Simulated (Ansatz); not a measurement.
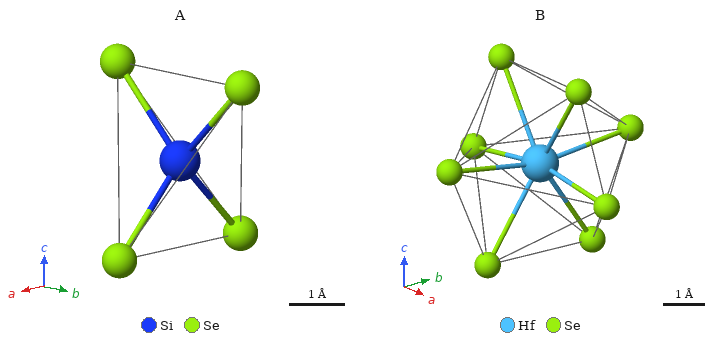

Coordination polyhedra in HfSiSe4 (I4_1/amd). The shape measure S (0 to 100) is the computed least-squares distance from an ideal polyhedron; S = 0 means ideal. Origin: the end point of a relaxation with DFT, PAW plane waves, r2scan in Ansatz 0.2.0; the starting structure was generated, so it need not be a known form of this composition.

**Which coordination does each panel show?**

A. SiSe4: a strongly distorted tetrahedron (coordination number 4, S = 3.13; next best see-saw, S = 8.9); mean bond 2.26 Å.
B. HfSe8: a clearly distorted triangular dodecahedron (coordination number 8, S = 1.91; next best bicapped trigonal prism, S = 4.3); mean bond 2.78 Å.
